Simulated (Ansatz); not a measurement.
C2H2Ge

```yaml
atoms:
  - { symbol: C, position_ang: [-0.3325, 0.3715, 0.4709] }
  - { symbol: C, position_ang: [0.3714, -0.6952, 0.0909] }
  - { symbol: Ge, position_ang: [1.4540, 0.4610, 1.1895] }
  - { symbol: H, position_ang: [0.1792, -1.5780, -0.5118] }
  - { symbol: H, position_ang: [-1.3446, 0.7313, 0.3109] }
```

Geometry: r2SCAN-D4/def2-TZVP.

These are results of Ansatz, isolated molecule in a Gaussian basis; Kohn-Sham density functional theory, functional PBE0, not measurements.

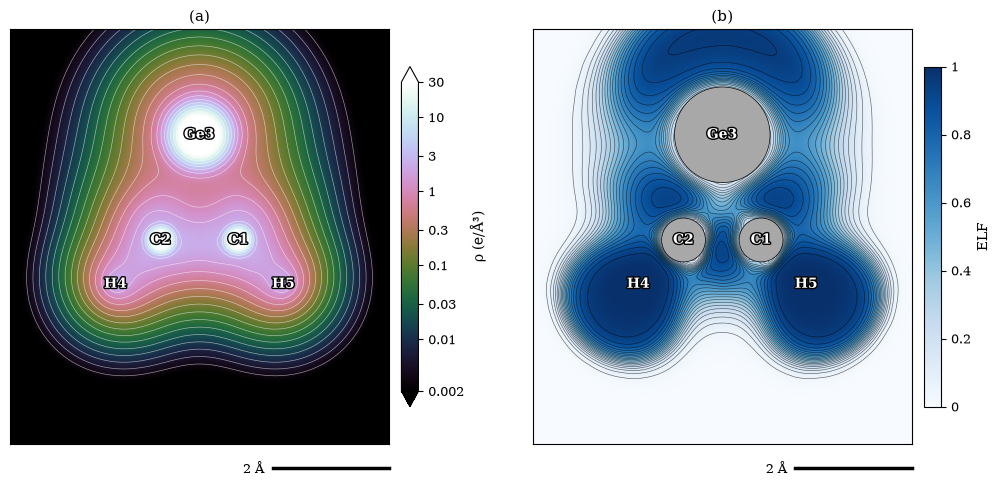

Figure 1. (a) total electron density; (b) ELF on the molecular plane. Grey discs cover the atomic cores in the ELF map.

### Read the bonding off the picture.

- The plane passes through C, Ge and H nuclei.
- C–C (1.33 Å): the density is about 2.3 e/Å³ at the midpoint; the ELF peaks at about 0.90 between the atoms; a short, multiple covalent bond.
- C–Ge (1.93 Å): the density is about 0.79 e/Å³ at the midpoint; the ELF peaks at about 0.75 in the valence shell of C, 0.7 Å from its nucleus, and is about 0.40 at the midpoint.
- C–H (1.09 Å): ρ is about 2 e/Å³ halfway; the ELF climbs to about 1 towards the hydrogen, as it does in any bond to H: a covalent bond by its length.

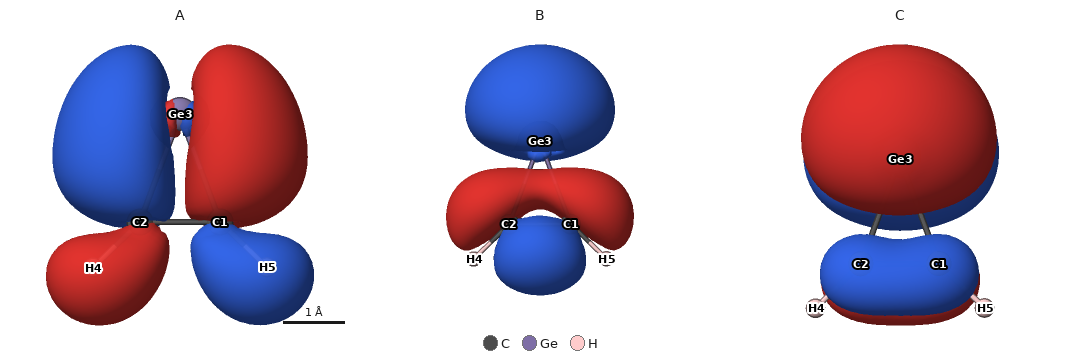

Figure 2. Three frontier orbitals at ±0.08 Å⁻³ᐟ² (red and blue are the two phases), in no order.

### Order the three orbitals by energy and name them.

B is the HOMO−1 (−7.32 eV). By Hirshfeld shares it lies mainly on Ge3 (about 60 %), C1 (about 20 %) and C2 (about 20 %); it is symmetric in the molecular plane (an in-plane orbital: σ, lone-pair or in-plane π type). A is the HOMO (−6.88 eV). It lies mainly on Ge3 (about 40 %), C1 (about 25 %) and C2 (about 25 %); it is symmetric in the molecular plane (an in-plane orbital: σ, lone-pair or in-plane π type). C is the LUMO (−1.65 eV). It lies mainly on Ge3 (about 80 %), C1 (about 10 %) and C2 (about 10 %); it changes sign across the molecular plane (π type); π-bonding across C1–C2.

### What is the HOMO–LUMO gap?

5.23 eV between the orbital energies.

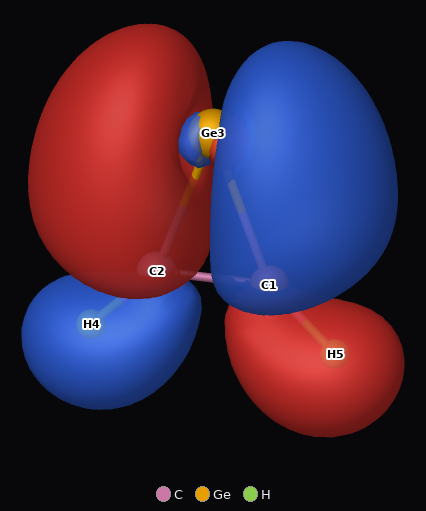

Figure 3. One frontier orbital at ±0.08 Å⁻³ᐟ² (blue and red are the two phases), seen at a tilt.

### Which orbital is it: HOMO or LUMO?

The HOMO, at −6.88 eV. It lies mainly on Ge3 (about 40 %), C1 (about 25 %) and C2 (about 25 %); it is symmetric in the molecular plane (an in-plane orbital: σ, lone-pair or in-plane π type).
